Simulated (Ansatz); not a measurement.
**Geometry relaxation, with input and output: WH$_{3}$Cl$_{4}$O (part 2 of 2)**

The same run, continued: WH$_{3}$Cl$_{4}$O, multiplicity 2; UKS PBE/def2-SVP (Ansatz 0.2.0). It belongs to a series of runs on one base structure; here: end point A relaxed.

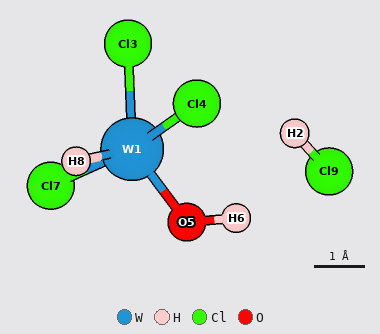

Figure 1. The geometry at step 16 of the log (ball-and-stick view, seen at a tilt; atoms are numbered from 1 in the order of the input).

### Trajectory as extended XYZ, continued
```
9
Properties=species:S:1:pos:R:3:forces:R:3 step=8 energy=-53977.72643
W    -0.0490   -0.1895   -0.1681   -0.2039  -0.0072  -0.0439
H     0.0516    0.8233    1.9887    0.2107   0.5568  -0.0370
Cl    2.1395   -0.1919    0.5193   -0.0596  -0.0508  -0.0843
Cl    0.0350    2.1829   -0.2441    0.0199  -0.0810   0.1004
O    -1.7839   -0.1917    0.5072    0.3375  -0.0746   0.0145
H    -1.9483   -0.1821    1.4850   -0.1307  -0.0260  -0.2192
Cl    0.0349   -2.4886   -0.4718    0.0241  -0.0680  -0.0852
H    -0.0631    0.0001   -1.8267   -0.0629  -0.0478  -0.2685
Cl   -0.2438    0.1111    3.0441   -0.1352  -0.2015   0.6231
9
Properties=species:S:1:pos:R:3:forces:R:3 step=9 energy=-53977.83211
W    -0.0496   -0.2037   -0.2085   -0.2523   0.0145   0.1160
H     0.0900    0.9155    2.0959    0.0041   0.1038   0.3831
Cl    2.1325   -0.2103    0.4914   -0.0324  -0.0479  -0.0689
Cl    0.0404    2.1712   -0.2130    0.0149  -0.0971   0.0855
O    -1.7749   -0.2138    0.4863    0.3684  -0.0702  -0.1906
H    -1.9605   -0.1925    1.4543   -0.0924  -0.0152  -0.0027
Cl    0.0445   -2.5060   -0.5036    0.0110  -0.0317  -0.1052
H    -0.0852   -0.0179   -1.8737   -0.0475  -0.0424  -0.1699
Cl   -0.2644    0.1313    3.1046    0.0261   0.1862  -0.0472
9
Properties=species:S:1:pos:R:3:forces:R:3 step=10 energy=-53977.92234
W    -0.0466   -0.2279   -0.2412   -0.1710   0.0492  -0.0405
H     0.1108    1.0505    2.2350    0.0174   0.1790   0.1051
Cl    2.1326   -0.2453    0.4586    0.0014  -0.0562  -0.0548
Cl    0.0506    2.1477   -0.1565    0.0058  -0.1094   0.0643
O    -1.7570   -0.2522    0.4698    0.1786  -0.0664  -0.1012
H    -1.9805   -0.2067    1.4292    0.0059  -0.0034  -0.0593
Cl    0.0513   -2.5269   -0.5750    0.0066  -0.0141  -0.0980
H    -0.1093   -0.0468   -1.9241   -0.0253  -0.0292   0.1030
Cl   -0.2789    0.1813    3.1379   -0.0194   0.0507   0.0814
9
Properties=species:S:1:pos:R:3:forces:R:3 step=11 energy=-53977.97753
W    -0.0368   -0.2564   -0.2470    0.1584  -0.1264  -0.1049
H    -0.0077    1.2060    2.2773    0.0616   0.1193   0.0877
Cl    2.1484   -0.3426    0.4248   -0.0358   0.0249  -0.0370
Cl    0.0726    2.1145   -0.0648    0.0092  -0.0871   0.0846
O    -1.7398   -0.2994    0.4568   -0.0631  -0.0381   0.2014
H    -1.9882   -0.2402    1.4098    0.0187  -0.0211  -0.1098
Cl    0.0503   -2.5403   -0.6955   -0.0354   0.0254  -0.0630
H    -0.1184   -0.0499   -1.9205   -0.0126   0.0310   0.0272
Cl   -0.2075    0.2822    3.1928   -0.1010   0.0720  -0.0863
9
Properties=species:S:1:pos:R:3:forces:R:3 step=12 energy=-53978.03843
W    -0.0148   -0.3143   -0.2635    0.3103  -0.2085  -0.1374
H    -0.0699    1.3546    2.3038    0.0620   0.1331  -0.0580
Cl    2.1963   -0.4318    0.3165   -0.1234   0.0242   0.0077
Cl    0.1012    2.0446    0.0922    0.0055  -0.0391  -0.0035
O    -1.6951   -0.3753    0.4827   -0.1130  -0.0621   0.1667
H    -1.9368   -0.2563    1.4330    0.0570  -0.0015  -0.0565
Cl    0.0411   -2.5782   -0.8365   -0.0527   0.1656  -0.0197
H    -0.1376   -0.0185   -1.9239   -0.0401   0.0367   0.0729
Cl   -0.3115    0.4489    3.2293   -0.1055  -0.0484   0.0278
9
Properties=species:S:1:pos:R:3:forces:R:3 step=13 energy=-53978.06981
W     0.0126   -0.3607   -0.2713    0.0564  -0.2042  -0.2568
H    -0.0627    1.4386    2.3017   -0.1308  -0.1942   0.1843
Cl    2.2300   -0.4888    0.2827   -0.1422  -0.0065  -0.0128
Cl    0.1257    1.9949    0.1516    0.0331  -0.0447  -0.0281
O    -1.6456   -0.4467    0.5205    0.0076  -0.0643   0.0646
H    -1.8647   -0.2752    1.4707    0.0871   0.0430   0.0076
Cl    0.0247   -2.6006   -0.9530   -0.0006   0.2958   0.0337
H    -0.1882    0.0417   -1.9103    0.0372  -0.0353   0.1821
Cl   -0.4590    0.5705    3.2411    0.0522   0.2105  -0.1746
9
Properties=species:S:1:pos:R:3:forces:R:3 step=14 energy=-53978.09648
W     0.0296   -0.4003   -0.3022    0.0305  -0.2291  -0.1166
H    -0.1610    1.4537    2.2829   -0.1365  -0.2216   0.3753
Cl    2.2485   -0.5464    0.2363   -0.1388  -0.0314  -0.0384
Cl    0.1640    1.9467    0.1751    0.0007  -0.0462  -0.0066
O    -1.5831   -0.4998    0.5831    0.0676   0.0204   0.0710
H    -1.7474   -0.2435    1.5337    0.1213  -0.0392  -0.0938
Cl    0.0131   -2.6098   -1.0757   -0.0012   0.3465   0.0763
H    -0.2081    0.0750   -1.9191   -0.0129  -0.0556   0.1895
Cl   -0.5828    0.6980    3.3195    0.0692   0.2562  -0.4567
9
Properties=species:S:1:pos:R:3:forces:R:3 step=15 energy=-53978.12737
W     0.0638   -0.4342   -0.3070   -0.3372  -0.1965  -0.1454
H    -0.2683    1.5455    2.2692   -0.0593  -0.1382   0.2022
Cl    2.2767   -0.6699    0.2032   -0.0191   0.0617  -0.0366
Cl    0.2147    1.9092    0.2077    0.0629  -0.0719  -0.0161
O    -1.4970   -0.5601    0.6631    0.1701   0.0408   0.0602
H    -1.6109   -0.2677    1.6209    0.1052  -0.0600  -0.2021
Cl   -0.0051   -2.5777   -1.2360   -0.0051   0.2795   0.1324
H    -0.2700    0.1092   -1.8895    0.0689  -0.0553   0.2216
Cl   -0.7310    0.8194    3.3021    0.0136   0.1400  -0.2162
9
Properties=species:S:1:pos:R:3:forces:R:3 step=16 energy=-53978.11773 accepted=F
W     0.0748   -0.4801   -0.2990    0.2036   0.5464  -0.3357
H    -0.3086    1.5675    2.3513   -0.0901  -0.1018   0.0750
Cl    2.3258   -0.6620    0.0481    0.0811  -0.0995   0.0750
Cl    0.3074    1.8534    0.1895   -0.0297   0.1123   0.1686
O    -1.4623   -0.5657    0.6857   -0.0390  -0.2517  -0.1319
H    -1.5080   -0.2474    1.6272   -0.2175   0.1252   0.4322
Cl   -0.0273   -2.5636   -1.2351   -0.0334  -0.4572  -0.1617
H    -0.3017    0.1132   -1.8341   -0.0053  -0.0399  -0.0157
Cl   -0.9271    0.8584    3.3001    0.1304   0.1662  -0.1059
9
Properties=species:S:1:pos:R:3:forces:R:3 step=17 energy=-53978.14428
W     0.0612   -0.4441   -0.3181    0.0216  -0.0785   0.0658
H    -0.2796    1.5536    2.2885    0.0074  -0.0075   0.0059
Cl    2.2863   -0.6610    0.1469    0.0315  -0.0222  -0.0229
Cl    0.2682    1.8848    0.2315   -0.0375   0.0034  -0.0310
O    -1.4726   -0.5940    0.6797    0.0299   0.0810  -0.0485
H    -1.5623   -0.2688    1.6253    0.0075  -0.0132   0.0355
Cl   -0.0246   -2.5691   -1.2335    0.0068   0.0082  -0.0232
H    -0.2852    0.1155   -1.8761   -0.0267   0.0188   0.0071
Cl   -0.8185    0.8567    3.2895   -0.0405   0.0100   0.0114
9
Properties=species:S:1:pos:R:3:forces:R:3 step=18 energy=-53978.14958
W     0.0803   -0.4634   -0.3102    0.0355   0.0135  -0.0544
H    -0.3019    1.5655    2.3129   -0.0250  -0.0127   0.0036
Cl    2.3254   -0.6815    0.0630   -0.0163  -0.0134   0.0196
Cl    0.2916    1.8653    0.2402   -0.0034  -0.0033   0.0332
O    -1.4499   -0.5941    0.6948    0.0852   0.0218   0.0538
H    -1.5348   -0.2660    1.6422   -0.0482  -0.0076  -0.0107
Cl   -0.0359   -2.5714   -1.2555   -0.0051  -0.0353  -0.0098
H    -0.2926    0.1208   -1.8492   -0.0322   0.0140  -0.0226
Cl   -0.9091    0.8986    3.2954    0.0096   0.0229  -0.0128
9
Properties=species:S:1:pos:R:3:forces:R:3 step=19 energy=-53978.15220
W     0.0975   -0.4813   -0.3220   -0.0695   0.0391   0.0088
H    -0.3551    1.5915    2.3122   -0.0085  -0.0154   0.0181
Cl    2.3462   -0.7136    0.0268   -0.0240  -0.0176  -0.0179
Cl    0.3275    1.8385    0.2653   -0.0047   0.0092   0.0289
O    -1.4102   -0.6100    0.7182    0.1557   0.0189   0.0722
H    -1.4827   -0.2637    1.6640   -0.0763  -0.0369  -0.0745
Cl   -0.0475   -2.5769   -1.2950   -0.0064   0.0074   0.0081
H    -0.3252    0.1430   -1.8366    0.0167  -0.0223   0.0102
Cl   -0.9775    0.9462    3.3010    0.0170   0.0176  -0.0540
9
Properties=species:S:1:pos:R:3:forces:R:3 step=20 energy=-53978.15383
W     0.1057   -0.4807   -0.3213   -0.0800  -0.0328  -0.0106
H    -0.3531    1.5960    2.3169   -0.0313  -0.0186   0.0222
Cl    2.3571   -0.7282    0.0001   -0.0234   0.0210  -0.0077
Cl    0.3341    1.8357    0.2834    0.0108  -0.0133   0.0123
O    -1.3932   -0.6253    0.7292    0.1483   0.0642   0.0614
H    -1.4779   -0.2617    1.6680   -0.0653  -0.0446  -0.0691
Cl   -0.0507   -2.5720   -1.3033   -0.0104   0.0137   0.0082
H    -0.3351    0.1420   -1.8325    0.0212  -0.0068   0.0284
Cl   -1.0140    0.9679    3.2931    0.0301   0.0172  -0.0452
9
Properties=species:S:1:pos:R:3:forces:R:3 step=21 energy=-53978.15534
W     0.1107   -0.4801   -0.3172   -0.0597  -0.0674  -0.0179
H    -0.3666    1.5905    2.2992   -0.0135  -0.0001   0.0175
Cl    2.3643   -0.7291   -0.0174   -0.0155   0.0137  -0.0050
Cl    0.3495    1.8339    0.2935   -0.0025  -0.0017   0.0139
O    -1.3825   -0.6278    0.7386    0.1181   0.0648   0.0274
H    -1.4794   -0.2662    1.6766   -0.0487  -0.0323  -0.0460
Cl   -0.0600   -2.5703   -1.2996   -0.0015   0.0166   0.0034
H    -0.3362    0.1499   -1.8227    0.0101  -0.0058   0.0182
Cl   -1.0269    0.9729    3.2828    0.0133   0.0122  -0.0116
9
Properties=species:S:1:pos:R:3:forces:R:3 step=22 energy=-53978.15747
W     0.1273   -0.4961   -0.3217    0.0740   0.0631   0.0537
H    -0.3921    1.6057    2.3101    0.0024   0.0012  -0.0139
Cl    2.3885   -0.7352   -0.0815   -0.0174  -0.0075  -0.0137
Cl    0.3783    1.8160    0.3209   -0.0016  -0.0389  -0.0090
O    -1.3472   -0.6288    0.7530   -0.0542  -0.0109   0.0258
H    -1.4925   -0.2681    1.6831    0.0282   0.0024  -0.0230
Cl   -0.0709   -2.5796   -1.3091   -0.0026  -0.0032  -0.0013
H    -0.3427    0.1547   -1.8078   -0.0163   0.0026  -0.0205
Cl   -1.0758    1.0050    3.2866   -0.0126  -0.0089   0.0020
9
Properties=species:S:1:pos:R:3:forces:R:3 step=23 energy=-53978.15819
W     0.1404   -0.4976   -0.3173   -0.0189  -0.0418  -0.0177
H    -0.4172    1.6120    2.3089   -0.0034  -0.0033   0.0059
Cl    2.4029   -0.7465   -0.1297    0.0343   0.0049   0.0108
Cl    0.4026    1.8031    0.3423    0.0017   0.0167   0.0092
O    -1.3295   -0.6347    0.7650    0.0011   0.0017   0.0047
H    -1.4739   -0.2610    1.6902   -0.0074  -0.0056   0.0045
Cl   -0.0809   -2.5782   -1.3093   -0.0061   0.0049   0.0008
H    -0.3512    0.1576   -1.7943   -0.0066   0.0106  -0.0162
Cl   -1.1203    1.0190    3.2779    0.0053   0.0119  -0.0021
9
Properties=species:S:1:pos:R:3:forces:R:3 step=24 energy=-53978.15831
W     0.1452   -0.5029   -0.3184   -0.0167  -0.0050  -0.0158
H    -0.4220    1.6161    2.3091   -0.0139  -0.0070   0.0128
Cl    2.4103   -0.7472   -0.1389    0.0013  -0.0106  -0.0041
Cl    0.4111    1.7971    0.3497   -0.0029   0.0030   0.0061
O    -1.3190   -0.6415    0.7714    0.0028   0.0065   0.0176
H    -1.4668   -0.2655    1.6958   -0.0006  -0.0054  -0.0179
Cl   -0.0898   -2.5778   -1.3197    0.0105   0.0123   0.0095
H    -0.3562    0.1607   -1.7905    0.0039  -0.0014   0.0097
Cl   -1.1399    1.0348    3.2752    0.0157   0.0076  -0.0179
```

The run was set up as follows.

### Input
```yaml
crystal:
  periodic: [false, false, false]
  atoms:
    - { symbol: W, position_ang: [-0.05508, -0.10657, 0.059769] }
    - { symbol: H, position_ang: [0.216426, 1.125894, 1.259126] }
    - { symbol: Cl, position_ang: [2.174565, -0.184935, 0.638641] }
    - { symbol: Cl, position_ang: [-0.009299, 2.229913, -0.469143] }
    - { symbol: O, position_ang: [-1.778884, -0.095913, 0.63254] }
    - { symbol: H, position_ang: [-1.7797, -0.248158, 1.691297] }
    - { symbol: Cl, position_ang: [0.004381, -2.37294, -0.399752] }
    - { symbol: H, position_ang: [-0.019009, 0.037635, -1.630988] }
    - { symbol: Cl, position_ang: [-0.5805, -0.511226, 3.052209] }
magnetization:
  spin_polarized: true
  initial_magnetization: 1
basis:
  gaussian: { orbitals: def2-SVP }
hamiltonian:
  xc: pbe
relax:
  f_tol: 0.03
  max_steps: 50
```

Launched with:
```bash
ansatz run input.yaml --threads 4 --pin off --max-ram 5120MiB --backend cpu --events-out ev --progress --plain --runs-dir out
```

### Summary

| quantity | value |
| --- | --- |
| outcome | converged |
| total energy | −53978.1584 eV |
| mean-field energy | −53978.1584 eV |
| ⟨S²⟩ | 0.754 |
| largest force (length of the vector) at the end | 0.025 eV/Å |
| hardware | 4 threads of Arm Neoverse V2, 24 GiB of memory available, shared host |
| wall time | 1.7 min (CPU time 6.6 min) |
| peak memory | 0.31 GiB |
